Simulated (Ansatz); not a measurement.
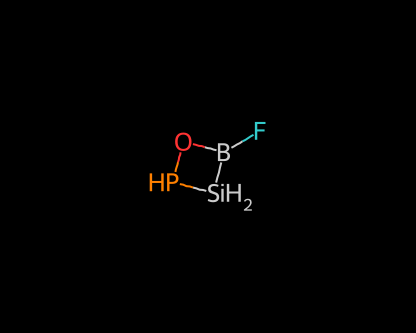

Structural formula above. Computed geometry: PBE-D4/def2-SVP optimisation. No frequency run is at hand to confirm it as a minimum.

Describe the 3D structure.

Formula BFH3OPSi. As SMILES it reads `FB1OP[SiH2]1`. Independent rings (smallest set): 1 of 4 members. Among its groups: Si–H bond. This geometry has C1 symmetry. Coordination, clear cases only: 1 B trigonal planar; 1 O bent; 1 P trigonal pyramidal.

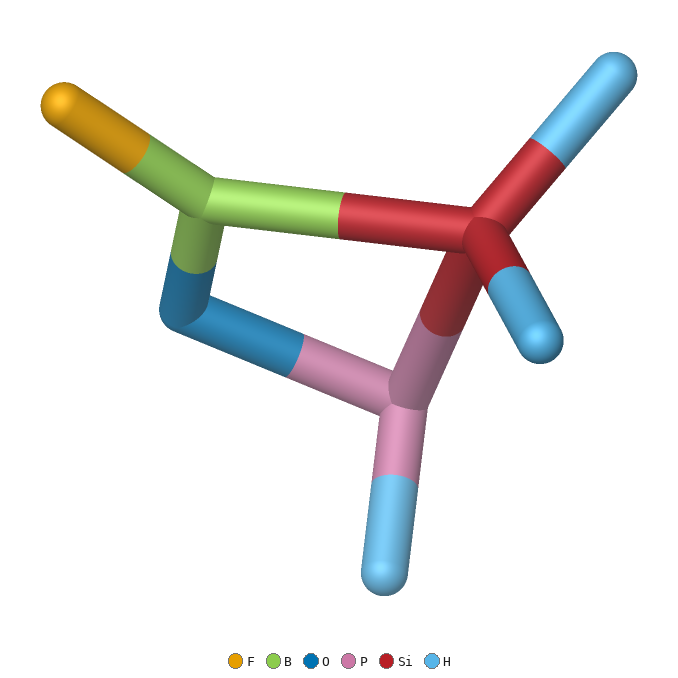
